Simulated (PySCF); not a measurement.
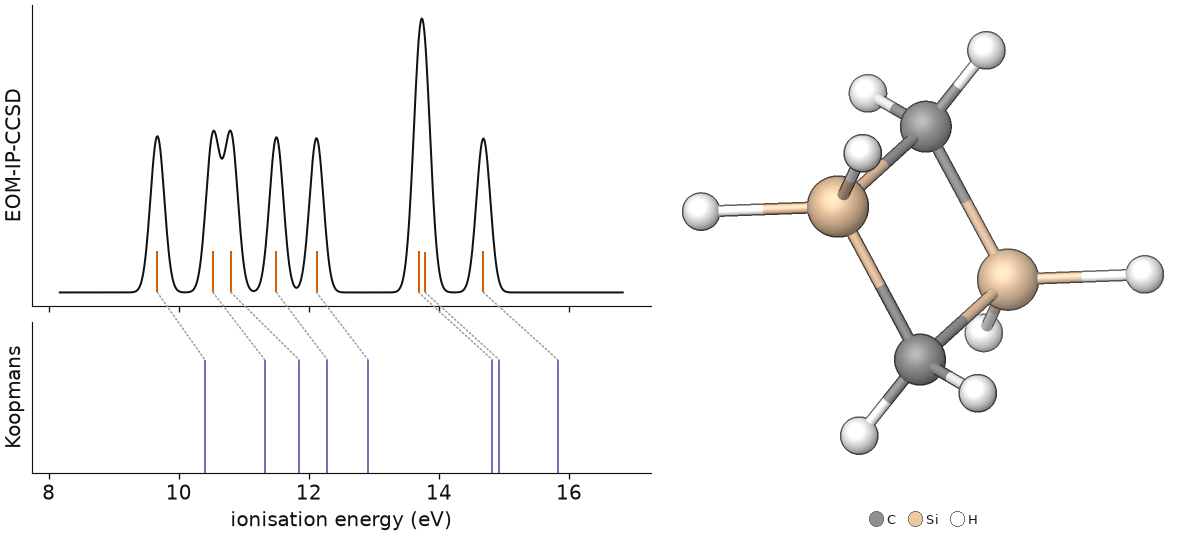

Valence photoelectron lines of C₂H₈Si₂, SMILES C1[SiH2]C[SiH2]1: vertical EOM-IP-CCSD/aug-cc-pVDZ (frozen core, PySCF, at a PBE0-D3(BJ)/def2-SVP geometry (no frequency check); 8 lines, one for each of the 8 highest orbitals, so a line of a deeper orbital can be missing among them) above, Hartree-Fock orbital energies with the sign turned below, non-relativistic; dotted lines join each line to its leading orbital. Stick heights are one-hole weights (summed over degenerate lines), not cross-sections; Gaussian width 0.25 eV.

Question: Do correlation and relaxation change the order of the lines?

Answer: Not among these holes, which come in the order of the orbitals, HOMO, HOMO−1, HOMO−2, HOMO−3, HOMO−4, HOMO−5, HOMO−6, HOMO−7.

Question: List the lines.

Answer:
```tsv
hole	EOM-IP-CCSD (eV)	Koopmans (eV)	one-hole weight
HOMO	9.67	10.40	0.95
HOMO-1	10.53	11.32	0.95
HOMO-2	10.80	11.85	0.95
HOMO-3	11.50	12.28	0.95
HOMO-4	12.12	12.91	0.94
HOMO-5	13.69	14.82	0.95
HOMO-6	13.79	14.92	0.93
HOMO-7	14.68	15.83	0.94
```

Note: small basis, so the lines can lie some tenths of an eV too low; one conformer of a flexible molecule.
